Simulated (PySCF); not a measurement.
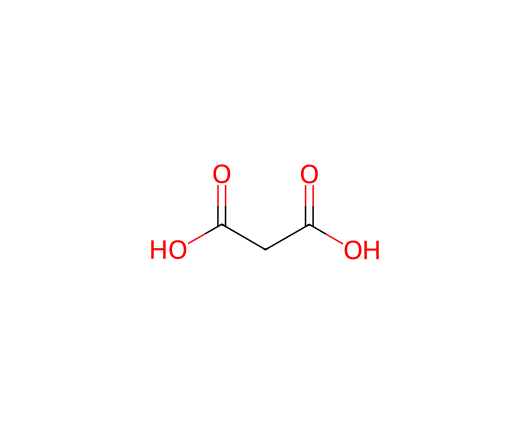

A structural formula.

**Write the SMILES.**

O=C(O)CC(=O)O

**Give the formula, hydrogens included.**

C3H4O4.

The parts below concern this one geometry. Atoms keep their numbers from picture to picture. The geometry was computed by an optimisation with PBE0-D3(BJ)/def2-SVP. No frequency run is at hand to confirm it as a minimum.

### NMR shielding

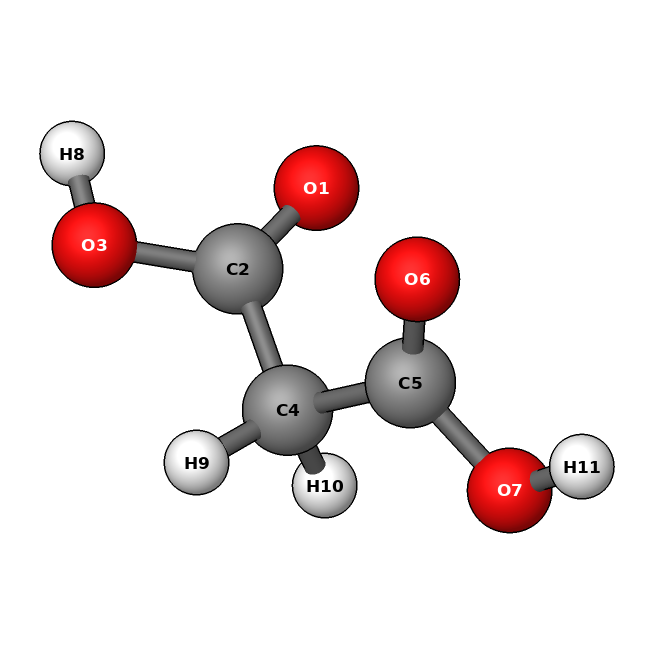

No frequency run is at hand to confirm it as a minimum. Method: GIAO PBE0/pcSseg-1 NMR shielding, non-relativistic, IEF-PCM dichloromethane (PySCF 2.14.0). Principal shieldings σ11 ≤ σ22 ≤ σ33, span Ω = σ33 − σ11, skew κ = 3(σiso − σ22)/Ω.

Give the shielding tensors of the O atoms.

```json
{"atom": "O1", "σ11": "−309.5", "σ22": "−206.4", "σ33": "272.0", "σiso": "−81.3", "Ω": "581.5", "κ": "0.65"}
{"atom": "O3", "σ11": "−59.2", "σ22": "140.4", "σ33": "237.3", "σiso": "106.2", "Ω": "296.5", "κ": "−0.35"}
{"atom": "O6", "σ11": "−313.6", "σ22": "−200.3", "σ33": "271.4", "σiso": "−80.8", "Ω": "585.0", "κ": "0.61"}
{"atom": "O7", "σ11": "−53.9", "σ22": "144.2", "σ33": "241.1", "σiso": "110.4", "Ω": "295.0", "κ": "−0.34"}
```

Shieldings and span in ppm.

### Quadrupole coupling

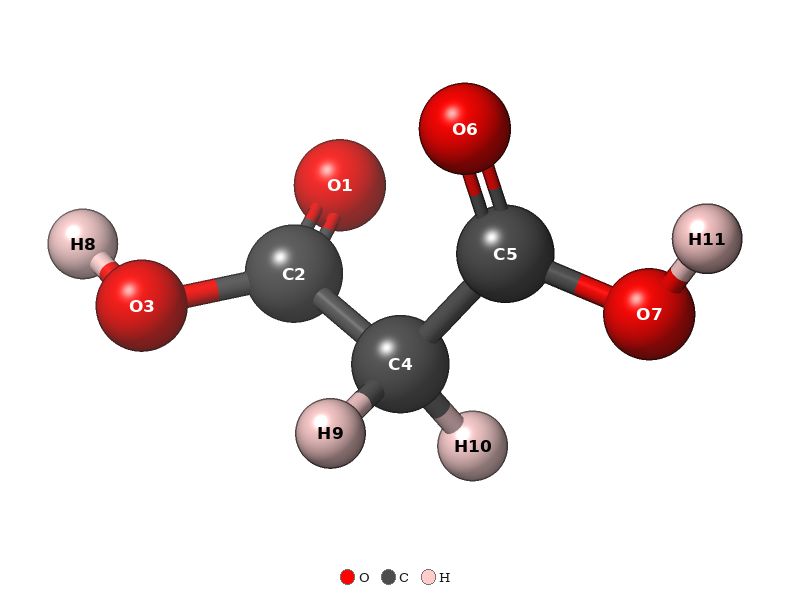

No frequency run is at hand to confirm it as a minimum. Electric field gradients from the ground-state density, PBE0/pcSseg-1 in chloroform (IEF-PCM) (PySCF 2.14.0), non-relativistic apart from any core potentials.

Give the largest field-gradient component, the quadrupole coupling constant and the asymmetry for 17O at O1 (Q = −25.6 mb), 17O at O3 (Q = −25.6 mb), 17O at O6 (Q = −25.6 mb), 17O at O7 (Q = −25.6 mb), 2H at H8 (Q = 2.86 mb), 2H at H9 (Q = 2.86 mb), 2H at H10 (Q = 2.86 mb), 2H at H11 (Q = 2.86 mb).

```json
{"atom": "O1", "V_zz (a.u.)": "−1.565", "e²qQ/h (MHz)": "9.42", "η": "0.12"}
{"atom": "O3", "V_zz (a.u.)": "1.494", "e²qQ/h (MHz)": "−8.99", "η": "0.49"}
{"atom": "O6", "V_zz (a.u.)": "−1.562", "e²qQ/h (MHz)": "9.39", "η": "0.12"}
{"atom": "O7", "V_zz (a.u.)": "1.505", "e²qQ/h (MHz)": "−9.05", "η": "0.51"}
{"atom": "H8", "V_zz (a.u.)": "0.425", "e²qQ/h (MHz)": "0.285", "η": "0.10"}
{"atom": "H9", "V_zz (a.u.)": "0.281", "e²qQ/h (MHz)": "0.189", "η": "0.04"}
{"atom": "H10", "V_zz (a.u.)": "0.283", "e²qQ/h (MHz)": "0.190", "η": "0.04"}
{"atom": "H11", "V_zz (a.u.)": "0.425", "e²qQ/h (MHz)": "0.286", "η": "0.10"}
```

### Electronic properties

No frequency run is at hand to confirm it as a minimum. Level of theory: CAM-B3LYP/def2-SVPD in dichloromethane (IEF-PCM) (PySCF 2.14.0). Excitations: vertical, linear response.

Computed properties:

- dipole moment: 3.17 D
- HOMO energy (Kohn–Sham orbital): −10.10 eV
- LUMO energy (Kohn–Sham orbital): 0.74 eV
- HOMO–LUMO gap: 10.84 eV
- mean static polarisability: 61.8 bohr³
- lowest vertical singlet excitation: 5.98 eV
- its oscillator strength: 0.000
- brightest of the 6 lowest singlets: 8.10 eV
- its oscillator strength: 0.05
